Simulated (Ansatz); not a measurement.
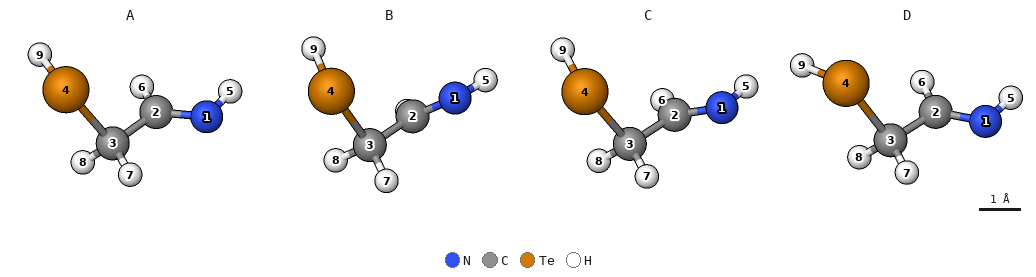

4 geometries from one relaxation of C2H5NTe (coarse preliminary run), in shuffled order. The picture is a ball-and-stick view, seen at a tilt.

The start comes from a force field.

Level of theory: RKS PBE-D4/def2-SVP (Ansatz). (force threshold 0.03 eV/Å; at most 200 steps)

> Put them in the order of the run, from the start to the converged end.

B, C, A, D. They are steps 0, 4, 6, 16, at +0.275 eV, +0.083 eV, +0.021 eV relative to the last. After 14 accepted moves (16 points after the start) the energy has fallen by 0.275 eV. Largest force component: 2.4 eV/Å at the start, 0.025 eV/Å at the end. The line search rejected the trial steps at points 7, 12 of the run. The forces were under the threshold at step 9, but the run went on from there. H9 moves most after the best rigid fit: 0.83 Å. Largest moves by element: H 0.83 Å, N 0.69 Å, Te 0.26 Å, C 0.19 Å. Among the contacts that change: Te4–H9 1.729 → 1.685 Å, C2–H6 1.082 → 1.118 Å, C3–H7 1.131 → 1.106 Å, C2–C3 1.474 → 1.492 Å. Among the angles between lasting bonds that change: C2–N1–H5 116.4° → 109.8°, C3–Te4–H9 87.3° → 92.9°, C3–C2–H6 118.3° → 115.1°. Groups turn about C2–C3 by about 45°, C3–Te4 by about 30°. The run took 17 s on 4 threads of Arm Neoverse V1, with other jobs on the host.
